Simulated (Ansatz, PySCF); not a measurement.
Dissociation curve of HCl, singlet.

Levels of theory: RMP2/3-21G = PySCF with restricted MP2 (frozen core)/3-21G; RMP2 = Ansatz (a quantum-chemistry and plane-wave program) with MP2 on RHF/cc-pVDZ, frozen core; UCCSD(T) = CCSD(T) on UHF/cc-pVDZ, frozen core (Ansatz); FCI = full CI/cc-pVDZ, frozen core (Ansatz).

Energies are in kJ/mol, each relative to the lowest point of its own curve near equilibrium.

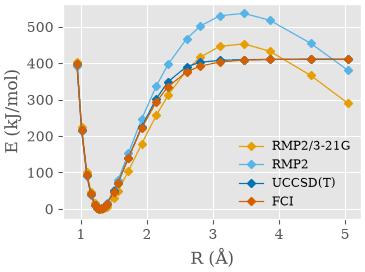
Figure. Energy against bond length for each method.

```csv
R / Å,RMP2/3-21G,RMP2,UCCSD(T),FCI
0.94,404.5,393.4,396.9,397.2
1.01,225.2,214.6,217.5,217.7
1.09,101.3,91.3,93.5,93.7
1.15,47.4,38.8,40.4,40.6
1.21,16.7,10.7,11.6,11.7
1.25,5.8,2.1,2.6,2.6
1.28,1.5,0.0,0.0,0.0
1.32,0.0,1.8,1.2,1.2
1.35,1.5,6.1,5.0,4.9
1.39,6.2,14.9,13.1,12.9
1.50,30.7,52.4,48.0,47.7
1.56,48.6,78.0,71.8,71.4
1.72,104.2,153.3,140.9,140.2
1.92,178.6,247.0,225.8,222.0
2.14,256.5,336.9,302.1,293.6
2.32,312.3,397.0,349.3,335.6
2.60,380.9,466.9,390.8,375.9
2.81,416.9,502.2,402.4,392.1
3.10,446.0,530.1,407.8,403.2
3.47,453.0,536.8,409.8,408.5
3.86,432.8,517.8,410.3,410.3
4.48,366.3,454.4,410.6,410.9
5.04,290.2,380.9,410.6,411.0
```

At the longest distance, 5.04 Å, FCI lies highest above its minimum (411.0 kJ/mol) and RMP2/3-21G lowest (290.2 kJ/mol).

The RMP2/3-21G curve passes through a maximum at 3.47 Å and then falls by 162.8 kJ/mol up to the last usable point.

The RMP2 curve passes through a maximum at 3.47 Å and then falls by 155.9 kJ/mol up to the last usable point.

The restricted form behind RMP2/3-21G, RMP2 keeps the bonding electrons paired and can't separate into open-shell fragments. The T1 diagnostic of CCSD on the restricted reference of RMP2 exceeds 0.045 at 2.81 to 5.04 Å. The unrestricted determinant behind UCCSD(T) is spin-contaminated at 1.92 to 5.04 Å (<S²> up to 1.0, against 0.00 for a pure singlet).
